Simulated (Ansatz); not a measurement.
Start from Si in the diamond structure (space group Fd-3m, No. 227; a = 5.4338 Å).

It is then changed as follows: the cell is scaled by 1.0150 in all directions, atoms relaxed at fixed cell.

All numbers come from PBEsol (Ansatz, an electronic-structure program), spin-orbit coupling left out.

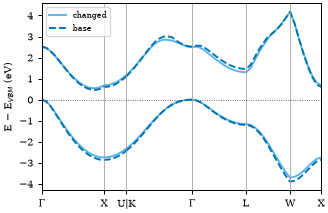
Highest valence and lowest conduction band along the path, each from its own valence-band maximum

### Question
From the figure, how large is the changed gap, and is it direct?

### Answer
About 0.5 eV, indirect, Γ → Γ–X (87 % along).

The cells carry an imposed strain or load. Stability against distortions was not tested.
